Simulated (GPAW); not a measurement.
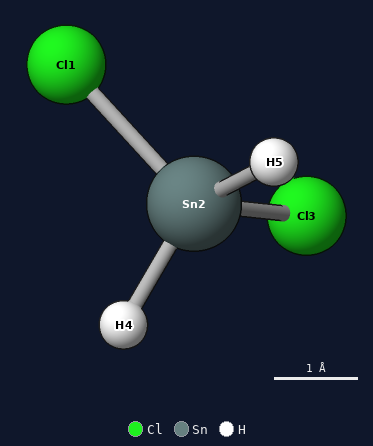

Fig. 1: The structure as given in the input (ball-and-stick view, seen at a tilt; atoms are numbered from 1 in the order of the input). Sticks mark near contacts.

**SnH$_{2}$Cl$_{2}$: property calculation**

System: SnH$_{2}$Cl$_{2}$, SMILES [Cl][SnH2][Cl].
Method: PBE/real-space grid, scalar-relativistic datasets (GPAW 26.7.0).

The geometry comes from this level: PBE0-D4/def2-TZVP.

Output
```
__  _  _
 | _ |_)|_||  |
 |__||  | ||/\| - 26.7.0

units:  Angstrom and eV
cores:  1
OpenMP: False

Versions:
  Python: 3.12.14
  ASE:    3.29.0
  Numpy:  2.5.5
  Scipy:  1.18.1
  Libxc:  7.0.0

        _gpaw.cpython-312-aarch64-linux-gnu.so

Input parameters:
  mode=FD(),
  h=0.18,
  maxiter=150,
  xc=XC(name='PBE')

Diagonalizing LCAO Hamiltonian
Converting LCAO to fd mode
        .-----------------------------.
       /|                             |
      / |                             |
     /  |                             |
    /   |                             |
   /    |                             |
  /     |                             |
 *      |                             |
 |      |                             |
 |      |       Cl      H             |
 |      |                             |
 |      |            Sn               |
 |      |           CH                |
 |      |                             |
 |      |                             |
 |      .-----------------------------.
 |     /                             /
 |    /                             /
 |   /                             /
 |  /                             /
 | /                             /
 |/                             /
 *-----------------------------*

Atoms  # Å, Bohr magnetons
|   | symbol |        x |        y |        z |    initial magnetic moments |
|---|--------|----------|----------|----------|-----------------------------|
| 0 |     Cl | 4.500000 | 5.800100 | 7.460400 | ( 0.0000,  0.0000,  0.0000) |
| 1 |     Sn | 6.487700 | 6.023400 | 6.292500 | ( 0.0000,  0.0000,  0.0000) |
| 2 |     Cl | 6.044900 | 7.421800 | 4.500000 | ( 0.0000,  0.0000,  0.0000) |
| 3 |      H | 6.897500 | 4.500000 | 5.671800 | ( 0.0000,  0.0000,  0.0000) |
| 4 |      H | 7.596300 | 6.812600 | 7.303300 | ( 0.0000,  0.0000,  0.0000) |

Unit cell  # Å
| periodic |         x |         y |         z |   lengths |    angles |
|----------|-----------|-----------|-----------|-----------|-----------|
|       no | 12.096300 |  0.000000 |  0.000000 | 12.096300 | 90.000000 |
|       no |  0.000000 | 11.921800 |  0.000000 | 11.921800 | 90.000000 |
|       no |  0.000000 |  0.000000 | 11.960400 | 11.960400 | 90.000000 |

Number of symmetries: 1
Symmetry operations  # r_c * U_cc + t_c -> r_c
|   | kind |            matrix            |
|---|------|------------------------------|
| 0 |  E   |  1, 0, 0,  0, 1, 0,  0, 0, 1 |

BZ-sampling:
  Number of BZ points: 1
  Number of IBZ points: 1

  Monkhorst-Pack size: [1, 1, 1]
  Monkhorst-Pack shift: [0, 0, 0]

K-points  # in reciprocal-cell coordinates
|   |                                coordinates |     weight |
|---|--------------------------------------------|------------|
| 0 | (  0.00000000,   0.00000000,   0.00000000) | 1.00000000 |

Uniform wave function grid shape: (np.int64(67), np.int64(67), np.int64(67))
Spin-components: 1 (collinear spins)
Bands:           19
Projectors:      22
Spin-degeneracy: 2
Datatype:        float64

  Storage: CPU
  Wave functions: 45_715_976 bytes (45_715_976 per core)

Parallelization:
  kpt:    1
  domain: 1
  band:   1

Density:
  Valence electrons: 30.0
  Components: 1
  Grid points: [68 68 68]
  Charge: 0.0  # |e|

Potential:
  Grid points: [68 68 68]

species:
  Cl:
    name:    Chlorine
    Z:       17.0
    valence: 7
    core:    10
    charge:  0.0  # [|e|]
    file:    Cl.PBE.gz
    compensation charges:
      type: gauss
      rc: 0.25  # [Å]
      lmax: 2
    cutoffs:
      filter: 1.40  # [Å]
      core: 1.49  # [Å]
    projectors
    | kind |    occ | energy [eV] | rcut [Å] |
    |------|--------|-------------|----------|
    |   3s |  2.000 |     -20.689 |    0.794 |
    |   3p |  5.000 |      -8.594 |    0.794 |
    |    s |        |       6.523 |    0.794 |
    |    p |        |      18.617 |    0.794 |
    |    d |        |       0.000 |    0.794 |

    Using partial waves for Cl as LCAO basis

  Sn:
    name:    Tin
    Z:       50.0
    valence: 14
    core:    36
    charge:  0.0  # [|e|]
    file:    Sn.PBE.gz
    compensation charges:
      type: gauss
      rc: 0.38  # [Å]
      lmax: 2
    cutoffs:
      filter: 2.23  # [Å]
      core: 2.35  # [Å]
    projectors
    | kind |    occ | energy [eV] | rcut [Å] |
    |------|--------|-------------|----------|
    |   5s |  2.000 |     -10.538 |    1.201 |
    |   5p |  2.000 |      -3.696 |    1.270 |
    |   4d | 10.000 |     -25.845 |    1.185 |
    |    s |        |      16.674 |    1.201 |
    |    p |        |      23.515 |    1.270 |
    |    d |        |       1.367 |    1.185 |

    Using partial waves for Sn as LCAO basis

  H:
    name:    Hydrogen
    Z:       1.0
    valence: 1
    core:    0
    charge:  0.0  # [|e|]
    file:    H.PBE.gz
    compensation charges:
      type: gauss
      rc: 0.15  # [Å]
      lmax: 2
    cutoffs:
      filter: 0.85  # [Å]
      core: 0.53  # [Å]
    projectors
    | kind |    occ | energy [eV] | rcut [Å] |
    |------|--------|-------------|----------|
    |   1s |  1.000 |      -6.494 |    0.476 |
    |    s |        |      20.717 |    0.476 |
    |    p |        |       0.000 |    0.476 |

    Using partial waves for H as LCAO basis

Reference energy: -193145.572423  # eV

eigensolver:
  PPCG
  Converge bands: occupied
  niter=2

density mixing:
  MSR1-Mixer
  Pratt-step length: 0.05
  Maximum mixing coefficient: 0.75
  Old densities: 10
  SVD Regularization: 0.005
  Good broyden scale: 1.0
  Trust region scale: 1.0
  Backstep threshold: 4.0
  History deletion threshold: 6.0
  Fourier metric: weight=20.0, sigma=0.015

occupation numbers:
  # Zero width

FastPoissonSolver using
    Stencil: 6*3+1=19 point O(h^6) finite-difference Laplacian
    FFT axes: []
    FST axes: [np.int64(0), np.int64(1), np.int64(2)]

xc functional:
  name: PBE with 2 nearest neighbor stencil
interpolation: tri-quintic # 5. degree polynomial

Initialization done in: 2.095 s

convergence criteria:
- Maximum [total energy] change in last 3 cyles: 0.0005 eV / valence electron
- Maximum integral of absolute [dens]ity change: 0.0001 electrons / valence electron
- Maximum integral of absolute [eigenst]ate change: 4e-08 eV^2 / valence electron
maximum number of iterations: 150

SCF iterations
|iter     |     time |      energy | eigst |  dens |
|---------|----------|-------------|-------|-------|
|iter:   1| 00:00:03 |  -17.046310 | +0.60 |       |
|iter:   2| 00:00:05 |  -16.960603 | -0.47 | -1.04 |
|iter:   3| 00:00:07 |  -16.325191 | -0.20 | -1.08 |
|iter:   4| 00:00:08 |  -16.215219 | -0.58 | -1.49 |
|iter:   5| 00:00:10 |  -16.213147 | -1.04 | -1.88 |
|iter:   6| 00:00:11 |  -16.214971c| -2.07 | -2.40 |
|iter:   7| 00:00:13 |  -16.215289c| -2.88 | -2.88 |
|iter:   8| 00:00:15 |  -16.215319c| -3.65 | -3.41 |
|iter:   9| 00:00:16 |  -16.215325c| -4.35 | -3.72 |
|iter:  10| 00:00:18 |  -16.215326c| -4.95 | -4.33c|
|iter:  11| 00:00:20 |  -16.215326c| -5.59 | -4.69c|
|iter:  12| 00:00:21 |  -16.215327c| -6.06 | -5.16c|
|iter:  13| 00:00:23 |  -16.215327c| -6.65 | -5.44c|
|iter:  14| 00:00:25 |  -16.215327c| -7.16 | -5.89c|
|iter:  15| 00:00:26 |  -16.215327c| -7.51c| -6.07c|

Converged in 15 steps
SCF loop duration: 23.481 s (1.565 s/step)
Energy contributions relative to reference atoms: (reference = -193145.572423)

Energy contributions:
  Kinetic:          22.891854
  Coulomb:         -24.149061
  Zero:              0.230923
  External:          0.000000
  Xc:              -15.189042
  Entropy:           0.000000
  Spinorbit:         0.000000
  ----------------------------
  Free energy:     -16.215327
  Extrapolated:    -16.215327

dipole moment: (0.460194, -0.222313, 0.118492)  # |e|*Ang

Fermi level: -5.003
Eigenvalues  # (at kpt = [0.000, 0.000, 0.000])
| band index |      eig [eV] | occ [0-2] |
|------------|---------------|-----------|
|          0 |       -27.268 |     2.000 |
|        ... |               |           |
|          7 |       -13.399 |     2.000 |
|          8 |        -9.521 |     2.000 |
|          9 |        -9.495 |     2.000 |
|         10 |        -9.397 |     2.000 |
|         11 |        -7.978 |     2.000 |
|         12 |        -7.900 |     2.000 |
|         13 |        -7.776 |     2.000 |
|         14 |        -7.623 |     2.000 |
|         15 |        -2.382 |     0.000 |
|         16 |        -1.602 |     0.000 |
|         17 |        -1.105 |     0.000 |
|         18 |         0.175 |     0.000 |

Gap: 5.240 eV
Transition (v -> c):
  (s=0, k=0, n=14, [0.00, 0.00, 0.00]) -> (s=0, k=0, n=15, [0.00, 0.00, 0.00])
No difference between direct/indirect transitions
vacuum-level: 0.000  # V
Energy: -16.21533 eV

Forces  # eV/Ang
|        x |        y |        z |
|----------|----------|----------|
| -0.31970 | -0.03407 |  0.18271 |  # Cl   0
|  0.20527 | -0.09035 |  0.06941 |  # Sn   1
| -0.06937 |  0.20470 | -0.26973 |  # Cl   2
|  0.04338 | -0.19854 | -0.08325 |  # H    3
|  0.14036 |  0.09851 |  0.12865 |  # H    4

Force computation time: 0.101  # s
Forces (eV/Ang)
Cl   -0.3197   -0.0341    0.1827
Sn    0.2053   -0.0903    0.0694
Cl   -0.0694    0.2047   -0.2697
H     0.0434   -0.1985   -0.0833
H     0.1404    0.0985    0.1286
Dipole: 2.520 D
HOMO = -7.623 eV
LUMO: -2.382 eV
Gap: 5.240 eV
```

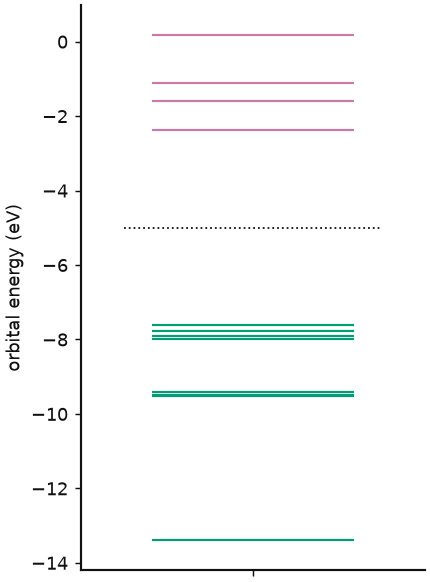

Fig. 2: Orbital energies near the frontier; the dotted line parts filled from empty levels, and levels within 0.02 eV of each other stand side by side. Highest filled −7.62 eV, lowest empty −2.38 eV, 5.24 eV apart.

The run was set up as follows.

The input (cl2h2sn_sp.py)
```python
import numpy as np
from ase.io import read
from ase.units import Debye
from gpaw import GPAW

# Geometry
mol = read('cl2h2sn.sdf')
mol.center(vacuum=4.5)

# Ground state
calc = GPAW(mode='fd', xc='PBE', maxiter=150, h=0.18, txt='-')
mol.calc = calc

energy = mol.get_potential_energy()
print(f'Energy: {energy:.5f} eV')
forces = mol.get_forces()
print('Forces (eV/Ang)')
for symbol, f in zip(mol.symbols, forces):
    print(f'{symbol:2} {f[0]:9.4f} {f[1]:9.4f} {f[2]:9.4f}')
dipole = mol.get_dipole_moment() / Debye
print(f'Dipole: {np.linalg.norm(dipole):.3f} D')
homo, lumo = calc.get_homo_lumo()
print(f'HOMO = {homo:.3f} eV')
print(f'LUMO: {lumo:.3f} eV')
print(f'Gap: {lumo - homo:.3f} eV')
```

File cl2h2sn.sdf
```

     RDKit          3D

  5  4  0  0  0  0  0  0  0  0999 V2000
   -1.7953   -0.3262    1.2065 Cl  0  0  0  0  0  0  0  0  0  0  0  0
    0.1924   -0.1029    0.0386 Sn  0  0  0  0  0  4  0  0  0  0  0  0
   -0.2504    1.2955   -1.7539 Cl  0  0  0  0  0  0  0  0  0  0  0  0
    0.6022   -1.6263   -0.5821 H   0  0  0  0  0  0  0  0  0  0  0  0
    1.3010    0.6863    1.0494 H   0  0  0  0  0  0  0  0  0  0  0  0
  2  1  1  0
  3  2  1  0
  4  2  1  0
  5  2  1  0
M  END
$$$$
```

Launched with:
```bash
python cl2h2sn_sp.py > cl2h2sn_sp.log
```

Key numbers

| quantity | value |
| --- | --- |
| outcome | converged |
| energy relative to the program's reference atoms | −16.2153 eV |
| largest force | 0.370 eV/Å |
| HOMO | −7.62 eV |
| LUMO | −2.38 eV |
| dipole moment | 2.52 D |
| hardware | 1 thread of Arm Neoverse V2, 24 GiB of memory available, shared host |
| wall time | 26 s |
| peak memory | 0.9 GiB |
